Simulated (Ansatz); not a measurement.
# CuGe, from a guessed structure to a relaxed one, part 2 of 2

This structure for CuGe is made up. Its elements were placed in a known structure type with a cell scaled to their sizes. What cell does the guess relax to, and how far off was it?

Ansatz 0.2.0; DFT, PBEsol, plane-wave PAW, files of the set soft_1, scalar-relativistic, ferromagnetic start, cell and ions relaxed at zero pressure; PAW set soft_1 (the session's first sound run).

So far: The starting structure; Relaxing cell and atoms. The relaxed cell has a = 2.742, c = 3.784 Å (conventional setting).

### Step 3. Bands of the relaxed cell

A second self-consistent run takes a narrower smearing and the mesh shown in its input; the bands follow along the standard path of the relaxed lattice.

This step: DFT, PBEsol, plane-wave PAW, files of the set soft_1, scalar-relativistic, no spin, bands and density of states at the relaxed cell; PAW set soft_1 (Ansatz 0.2.0).

Input file input.yaml:

```yaml
crystal:
  lattice:
    - [2.742475025, 0.0, 0.0]
    - [0.0, 2.742475025, 0.0]
    - [0.0, 0.0, 3.7836619515]
  atoms:
    - { symbol: Ge, position: [0.5, 0.5, 0.5] }
    - { symbol: Cu, position: [0.0, 0.0, 0.0] }
kpoints:
  mp_grid: { grid: [12, 12, 8] }
  band_path:
    path:
      - [[0.0, 0.0, 0.0], [0.0, 0.5, 0.0], [0.5, 0.5, 0.0], [0.0, 0.0, 0.0], [0.0, 0.0, 0.5], [0.0, 0.5, 0.5], [0.5, 0.5, 0.5], [0.0, 0.0, 0.5]]
      - [[0.0, 0.5, 0.0], [0.0, 0.5, 0.5]]
      - [[0.5, 0.5, 0.0], [0.5, 0.5, 0.5]]
    npoints: 8
scf:
  occupations: { method: fermi_dirac, width: 0.03 }
  n_extra_bands: 6
hamiltonian:
  xc: pbesol
  pseudopotentials: { kind: paw, azcp: { folder: soft_1 }, xc_functional: pbe }
output:
  forces: true
  stress: true
  write_bands: true
  dos: { projected: true }
  write_density: true
  write_potential: true
  elf: true
  volumetric_format: npy
```

The run is started by

```sh
ansatz run input.yaml --threads 4 --pin off --max-ram 8192MiB --backend cpu --events-out ev --progress --plain --runs-dir out
```

Numbers of over 12 decimals in the logs are rounded to 6 here.

Output:

```text
[...]
Crystal: 2 atoms, lattice volume = 28.458 Å³
Basis set: ecut = 420 eV, 561 PW (Γ), exchange–correlation on 40×40×54 points (8 copies of the dense FFT grid, shifted against one another)
Bands: 23, of which v1, the nominal top of the filled ones, is band 17 counted from 1 (16 counted from 0)
Symmetry: 16 space group operations
[...]
k-points: 140 of 1152
[...]
SCF iter   1: F=—  HF=-10842.982270 eV  |F-HF|=—  |Δ(HF+E_count)|=         —  Δρ=2.06e-1  dr2=8.33e0  ethr=3.10e-3  ⟨swp⟩=4.5  Hψ=13432  notcnv=0
[...]
SCF iter   9: F=-10841.939394 eV  HF=-10841.939394 eV  |F-HF|=1.53e-8  |Δ(HF+E_count)|=   9.87e-8  Δρ=1.11e-5  dr2=2.24e-8  ethr=3.03e-10  ⟨swp⟩=11.8  Hψ=20310  notcnv=0
SCF 1 converged in 9 iterations: F = -10841.939394 eV  dr2 = 2.24e-8
[...]
NSCF: frozen V_eff on 75 k-points
SCF converged after 9 iterations
Free energy (F): -10841.939394 eV
[...]
Internal energy: -10841.937131 eV  (E = F + TS)
E sigma→0 (E₀):  -10841.938262 eV
Entropy (-TS):   -0.002263 eV (-1.132 meV/atom)
Fermi energy:    14.550944 eV
[...]
--- Stress (GPa, compression-positive) ---
        0.767571       0.000000       0.000000
        0.000000       0.767571       0.000000
        0.000000       0.000000      -1.679967
  P = ⅓ Tr σ = -0.0483 GPa (-0.483 kbar)
--- Band table (eV; the first three rows and the last of 140) ---
  k-point 0: bands = [... 13 lower, 11.6172, 11.8811, 11.9303, 15.7454, 20.1234, 20.1234, 24.4010, 25.7194, ... 2 higher]
  k-point 1: bands = [... 13 lower, 11.5933, 11.5933, 11.9303, 17.1110, 20.3085, 20.3085, 24.4286, 25.7699, ... 2 higher]
  k-point 2: bands = [... 13 lower, 11.5369, 11.5369, 11.9304, 19.8170, 20.8146, 20.8146, 24.4985, 25.9135, ... 2 higher]
  k-point 139: bands = [... 13 lower, 11.6480, 12.2800, 14.5705, 14.5705, 16.7452, 16.7459, 16.7459, 17.4847, ... 2 higher]
```

Wall time 2.4 s (4 threads of Arm Neoverse V1, shared host); peak memory 0.39 GiB; 8.4 s of CPU time.

Reading the cycles: dr2 is the Hartree energy of the density residual (eV), the measure of convergence; HF is the Harris–Foulkes estimate of the energy, which meets the free energy F at convergence.

Numbers from this step:

| Property | Result |
| --- | --- |
| free energy | -10841.9394 eV |
| energy at zero smearing | -10841.9383 eV |
| smearing term TS | 0.002263 eV |
| Fermi energy | 14.55 eV |
| pressure | -0.04828 GPa |

bands.tsv at the labelled points (eV, zero at the Fermi level; the bands that come nearest the Fermi level along the path):

```tsv
point	band 13	band 14	band 15	band 16	band 17	band 18	band 19	band 20
Γ	-2.93	-2.93	-2.67	-2.62	1.19	5.57	5.57	9.85
X	-3.80	-3.12	-2.86	-1.96	3.15	4.03	4.51	6.11
M	-3.50	-3.40	-3.40	-2.27	-1.67	1.89	4.33	7.90
Γ	-2.93	-2.93	-2.67	-2.62	1.19	5.57	5.57	9.85
Z	-3.35	-3.09	-3.09	-2.62	7.26	7.26	10.06	11.34
R	-3.95	-3.07	-3.02	-2.91	-2.15	-0.15	9.55	13.26
A	-3.63	-2.90	-2.27	0.02	0.02	2.19	2.19	2.19
Z	-3.35	-3.09	-3.09	-2.62	7.26	7.26	10.06	11.34
X	-3.80	-3.12	-2.86	-1.96	3.15	4.03	4.51	6.11
R	-3.95	-3.07	-3.02	-2.91	-2.15	-0.15	9.55	13.26
M	-3.50	-3.40	-3.40	-2.27	-1.67	1.89	4.33	7.90
A	-3.63	-2.90	-2.27	0.02	0.02	2.19	2.19	2.19
```

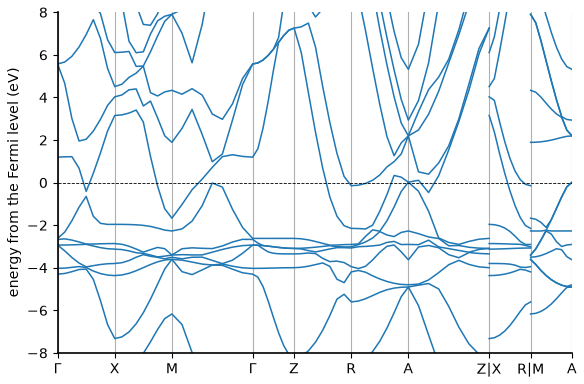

Bands along the path. 9 bands lie wholly below the window drawn.

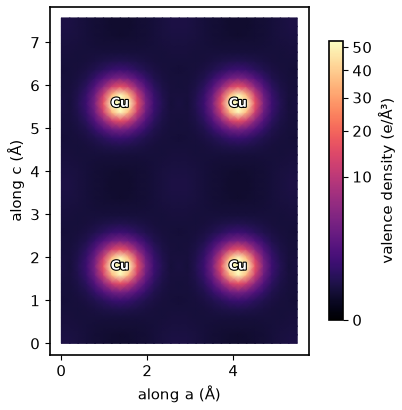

Valence density in the ac plane at fractional y = 0.000, with atoms of Cu within 0.2 Å of it. It is the smooth field of the valence electrons, not physical close to the nuclei. The map starts off the cell's origin, so that atoms lie inside it. The colour scale is stretched toward low values.

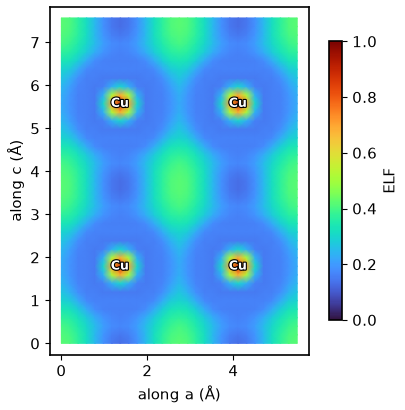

ELF in the ac plane at fractional y = 0.000, with atoms of Cu within 0.2 Å of it. It is the smooth field of the valence electrons, not physical close to the nuclei. The map starts off the cell's origin, so that atoms lie inside it.

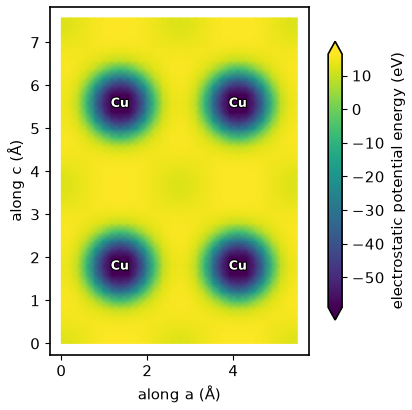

Electrostatic potential energy in the ac plane at fractional y = 0.000, with atoms of Cu within 0.2 Å of it. With pseudopotentials it is smooth inside the atoms' cores, unlike the true potential. The map starts off the cell's origin, so that atoms lie inside it.

### Step 4. Outcome

```yaml
space_group_relaxed: P4/mmm
conventional_cell: a = 2.742, b = 2.742, c = 3.784 Å; α = 90.0°, β = 90.0°, γ = 90.0°
volume_per_atom: 14.23 Å³ (guess 15.19)
total_moment: 0.00 μB in the cell of 2 atoms
```

**Reading.** CuGe relaxes to P4/mmm with a = 2.742, b = 2.742 and c = 3.784 Å. The guessed volume was 7 % too large. The space group P4/mmm was held in the relaxation, so the end point is a stationary structure within it and may be a saddle against distortions or other arrangements. The moments died out from this one start and weren't seeded again at the relaxed cell. Bands cross the Fermi level, so it is a metal or semimetal at this level. The electron count is odd, which forces that without spin polarisation or a larger cell. On the 12×12×8 mesh with the narrower smearing (relaxed on 9×9×7) the forces vanish, as symmetry may demand, and the largest stress component is 1.680 GPa, against the relaxation's thresholds of 0.015 eV/Å and 0.05 GPa. The cutoff wasn't tested. No dispersion term is used, so weakly bound directions may come out too long. Nothing here tests whether the compound is stable against decomposition.

[Logs are printed without paths, hosts, clocks, repeated set-up lines and the standing remarks that a program may print on its own settings, such as how far it seeks lower states.]

[Hosts, paths, dates, database ids (printed as entryN), source tags and the programs' standing remarks are cut or masked in the printed files.]
